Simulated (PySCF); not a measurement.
# I4Si, SMILES `I[Si](I)(I)I`: electronic structure

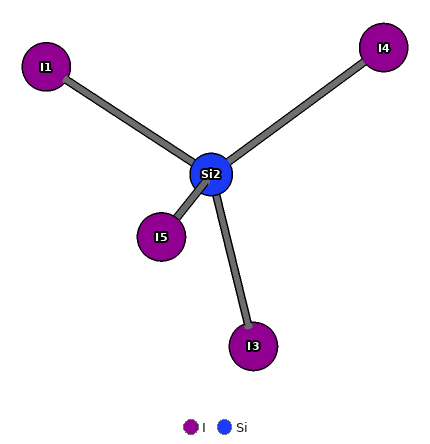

The molecule, with its atoms numbered as below. No frequency check shows the geometry to be a minimum.

Geometry (Å), atoms numbered from 1:

```
I1      -1.3671    1.4851   -1.4268
Si2     -0.0000   -0.0004   -0.0000
I3       1.3671   -1.4851   -1.4268
I4       1.4853    1.3669    1.4268
I5      -1.4853   -1.3668    1.4268
```

## 1. Bonding charge

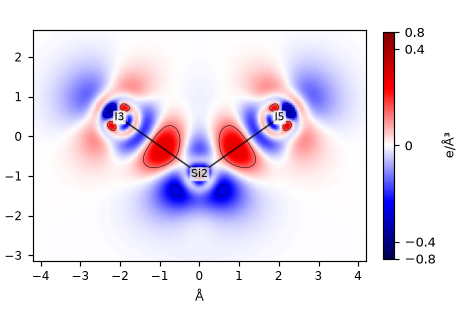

Deformation density (molecule less spherical, spin-averaged free atoms) in the plane of Si2, I3 and I5; colour scale in e/Å³, logarithmic beyond ±0.1; red: gain, blue: loss.

Method: PBE/def2-TZVP; geometry: GFN2-xTB; program: PySCF. Core potentials replace the inner electrons of I; spin–orbit coupling isn't included.

Q: How much density has each bond in this plane gained at its critical point, relative to the free atoms?

A: Si2–I3 and Si2–I5: +0.10 e/Å³ at the bond critical point (bond length 2.47 Å, Mayer order 1.2). In all, 1.0 electrons gather in the regions of gain relative to the promolecule. A small or negative value marks a very polar bond, one between electron-rich atoms, whose free-atom densities already overlap strongly, a long bond to a heavier atom, or a closed-shell contact such as a hydrogen bond.

Q: Where do the Hirshfeld charges lie?

A: The highest Hirshfeld charge is on Si2 (+0.15 e), the lowest on I1, I3, I4 and I5 (−0.04 e).

| atom | charge (e) |
| --- | --- |
| I1 | −0.04 |
| Si2 | +0.15 |
| I3 | −0.04 |
| I4 | −0.04 |
| I5 | −0.04 |

## 2. Bond critical points

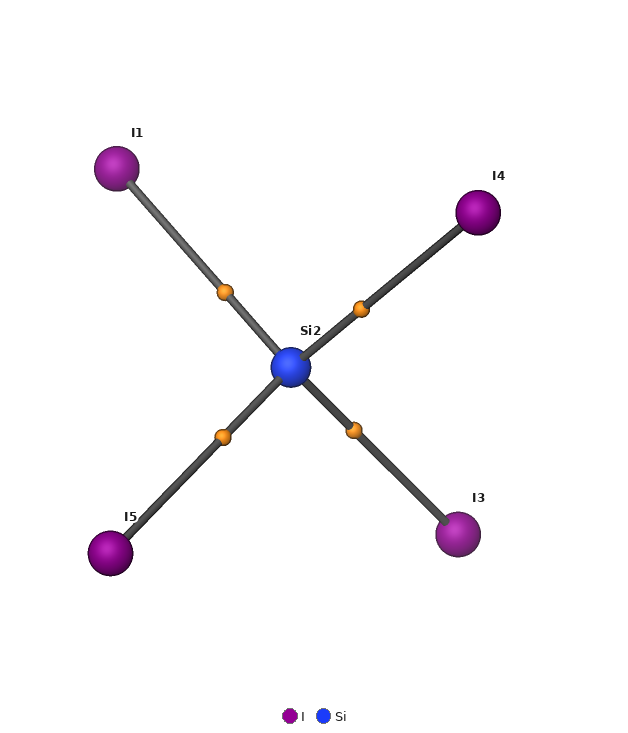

Molecular graph of the electron density (QTAIM): bond paths, bond critical points (orange), ring points (yellow, if any); weak paths are dashed.

Q: How many critical points of each kind are there, and does the count close?

A: 5 nuclei, 4 bond, 0 ring and 0 cage critical points: 5 − 4 + 0 − 0 = 1, as the Poincaré–Hopf relation requires.

Q: Tabulate density, Laplacian, ellipticity and energy density at the bond critical points (atomic units).

A:
```json
{"bond": "Si2–I3 (4 alike)", "length (Å)": "2.472", "ρ (a.u.)": "0.081", "∇²ρ (a.u.)": "−0.09", "ε": "0.00", "H (a.u.)": "−0.046"}
```

Q: What kind of interaction is Si2–I3?

A: Shared-shell (covalent): ρ = 0.081, ∇²ρ = −0.09, H = −0.046 a.u.

## 3. Local ionisation energy

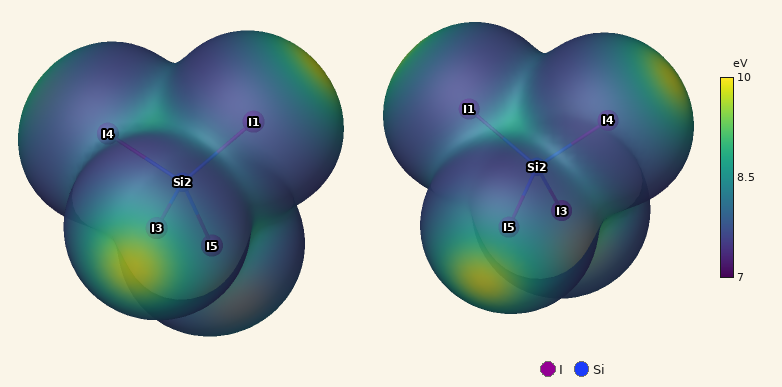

Average local ionisation energy on the surface of electron density 0.001 a.u. (back view left, front view right).

Q: Locate the minima of the map.

A: The lowest value is 7.6 eV, 2.4 Å from I4, and at like points elsewhere. For comparison, the highest occupied orbital lies at −6.6 eV.

Q: What volume does the surface enclose, and what is the dipole moment?

A: About 222 Å³; the dipole moment is 0.0 D.

## 4. In an electric field

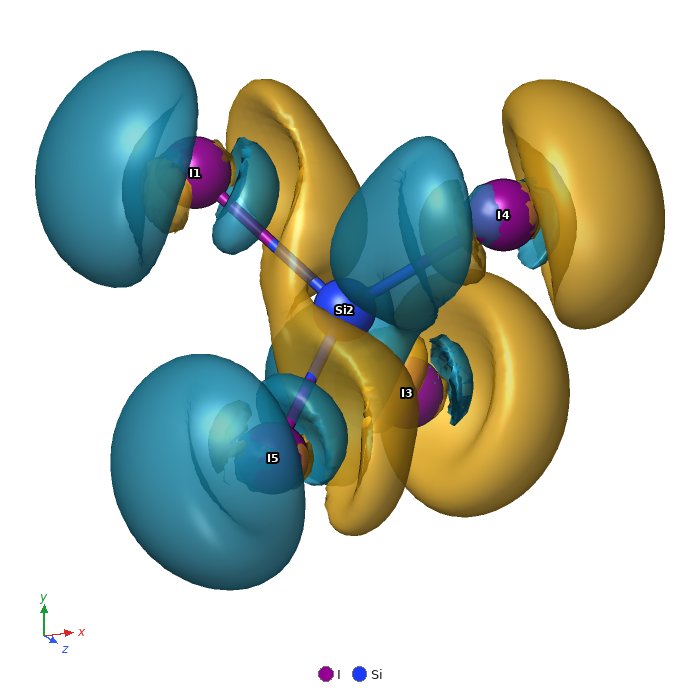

Change of the electron density in a uniform field of 0.21 V/Å, surfaces at ±0.0015 e/Å³ (yellow: gain, teal: loss).

Method: PBE/def2-TZVP; geometry: GFN2-xTB; program: PySCF. Core potentials replace the inner electrons of I; spin–orbit coupling isn't included. A basis without diffuse functions makes polarisabilities too small.

The field was applied in both directions; the picture shows the one opposite to the script's first.

Q: Along which Cartesian direction does the field point?

A: Along −x: electrons gather on the +x side, against the field.

Q: What dipole is induced, and what polarisability does it imply?

A: The induced dipole is 1.67 D (along the field); α along this axis, from the fields in both directions, is 164 bohr³ (24.3 Å³).

The PySCF runs shown took 26 s and 63 s on 1 thread of AMD EPYC 9R45 96-Core Processor (Zen 5), on a shared host.
